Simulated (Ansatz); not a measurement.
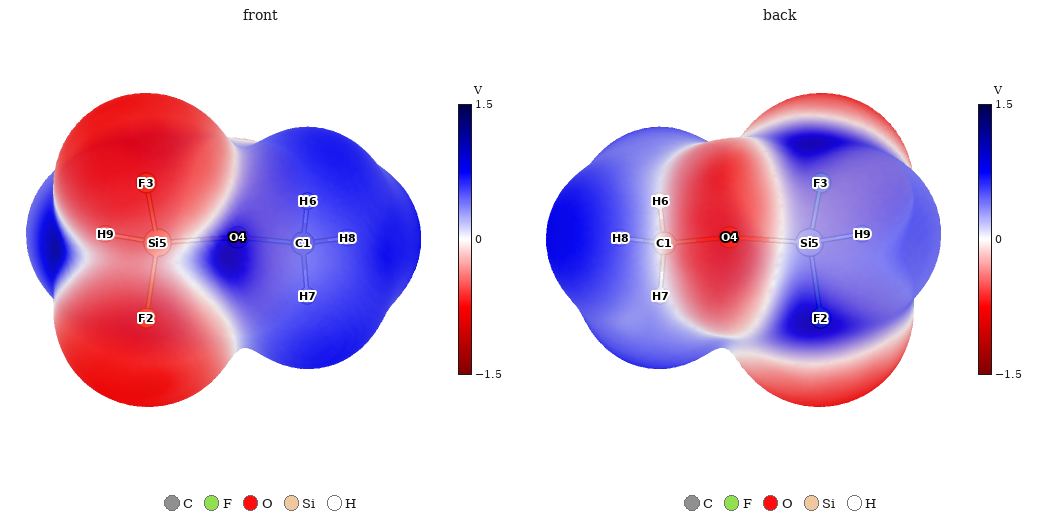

Figure. CH$_{4}$F$_{2}$OSi (SMILES CO[SiH](F)F). The electrostatic potential painted on the density surface at 0.001 e/bohr³, seen from the front and from behind; red is negative and blue positive.

Geometry: r2SCAN-D4/def2-SVP.

Computed with Ansatz, isolated molecule in a Gaussian basis; Kohn-Sham density functional theory, functional PBE0.

The calculation's input:

```
crystal:
  periodic: [false, false, false]
  atoms:
    - {symbol: C, position_ang: [1.506810, 2.549898, 0.820664]}
    - {symbol: F, position_ang: [0.534026, -0.317230, 2.158739]}
    - {symbol: F, position_ang: [-1.230696, 0.696068, 0.602855]}
    - {symbol: O, position_ang: [1.334609, 1.290536, 0.189861]}
    - {symbol: Si, position_ang: [0.279633, 0.129542, 0.629520]}
    - {symbol: H, position_ang: [0.579041, 3.145661, 0.780789]}
    - {symbol: H, position_ang: [1.808493, 2.429650, 1.875094]}
    - {symbol: H, position_ang: [2.298628, 3.095385, 0.287981]}
    - {symbol: H, position_ang: [0.419804, -1.015448, -0.275577]}
basis:
  gaussian: {orbitals: def2-TZVPD}
hamiltonian: {xc: pbe0}
output: {forces: true, orbitals: {seedname: orbitals}}
```

Launched as:

```sh
ansatz run input.yaml --threads 1 --pin off --max-ram 2610MiB --events-out events.jsonl --progress --plain --runs-dir runs
```

Question: Which sites attract a positive test charge, and which a negative one?

Answer: A positive charge is drawn to the negative regions and a negative charge to the positive ones. The most negative region (about −0.8 V, or −18 kcal/mol for a unit charge) lies over F2 and F3, the most positive (about +1.0 V, or +23 kcal/mol for a unit charge) over Si5.
